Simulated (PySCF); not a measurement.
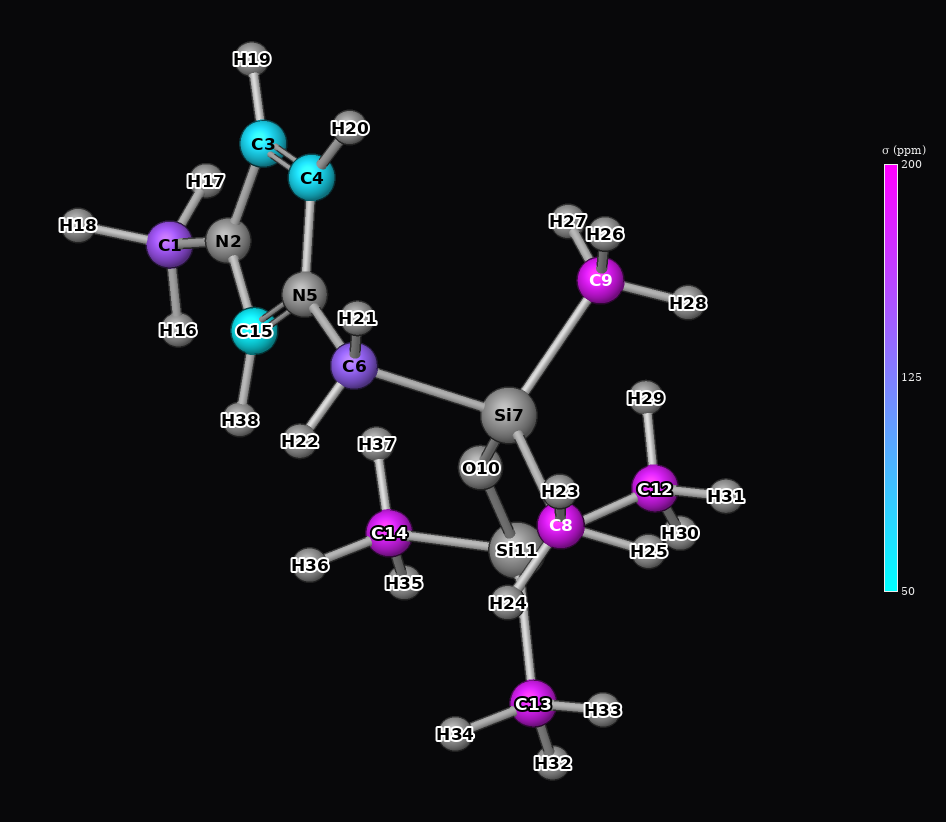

Atoms are coloured by their isotropic NMR shieldings (C only, the others grey). Charge +1, singlet. Computed geometry: GFN2-xTB optimisation. No frequency run is at hand to confirm it as a minimum. Method: GIAO KT3/pcSseg-1 NMR shielding, non-relativistic, gas phase (PySCF 2.14.0).

List the isotropic NMR shieldings of the C atoms.

```tsv
atom	σ (ppm)
C1	148.4
C3	66.6
C4	65.5
C6	140.3
C8	184.9
C9	185.5
C12	182.2
C13	182.1
C14	181.0
C15	57.9
```

The geometry is semi-empirical. Around Si such bond lengths and angles can be off by a tenth of an ångström or more and by several degrees, and values that hang on the shape move with them.
